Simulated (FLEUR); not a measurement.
Band structure of Zr (P6_3/mmc, 2 atoms in the cell).

```
Zr
1.0
    3.20911     0.00000     0.00000
   -1.60455     2.77917     0.00000
    0.00000     0.00000     5.12412
Zr
2
Direct
  0.33333   0.66667   0.25000
  0.66667   0.33333   0.75000
```

Method: PBE, all-electron FLAPW (FLEUR), scalar-relativistic valence run with FLEUR.

Settings: Kmax = 3.8 1/bohr; GmaxXC = 13.3 1/bohr; xcFunctional = pbe; jspins = 1; l_soc = F; mode = hist; fermiSmearingEnergy = 0.00499791 Htr; mesh (inpgen div1-3) = 16 16 9; inpgen gamma flag = true; Gmax = 13.3 1/bohr; numbands = 0; maxIterBroyd = 15; imix = Anderson; alpha = 0.05.

The starting cell comes from a database of computed structures (which also holds hypothetical and non-ambient phases and stackings), without a prior relaxation at this level. Its lattice was rescaled by a random factor within 2.5 % of one. Values depend on the basis (sphere radii, cutoffs, local orbitals), which need not be converged.

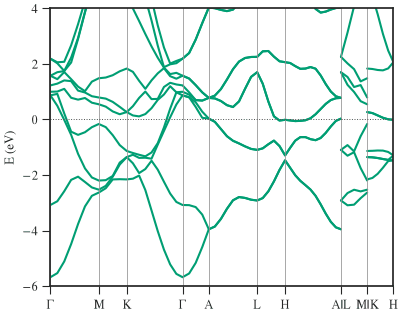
Figure: Bands along the path, energies from the Fermi level.

Levels in eV from the Fermi level, bands 9 to 16:
| point | 9 | 10 | 11 | 12 | 13 | 14 | 15 | 16 |
|---|---|---|---|---|---|---|---|---|
| Γ | -5.68 | -3.08 | 0.87 | 0.87 | 1.00 | 1.23 | 1.57 | 1.57 |
| M | -2.63 | -2.53 | -2.20 | -0.16 | 0.55 | 0.79 | 1.48 | 5.02 |
| K | -2.16 | -1.35 | -1.35 | -1.13 | 0.27 | 0.27 | 1.83 | 4.39 |
| A | -3.95 | -3.95 | 0.03 | 0.03 | 0.78 | 0.78 | 0.78 | 0.78 |
| L | -2.92 | -2.92 | -1.10 | -1.10 | 1.70 | 1.70 | 2.25 | 2.25 |
| H | -1.47 | -1.47 | -1.29 | -1.29 | -0.01 | -0.01 | 2.06 | 2.06 |
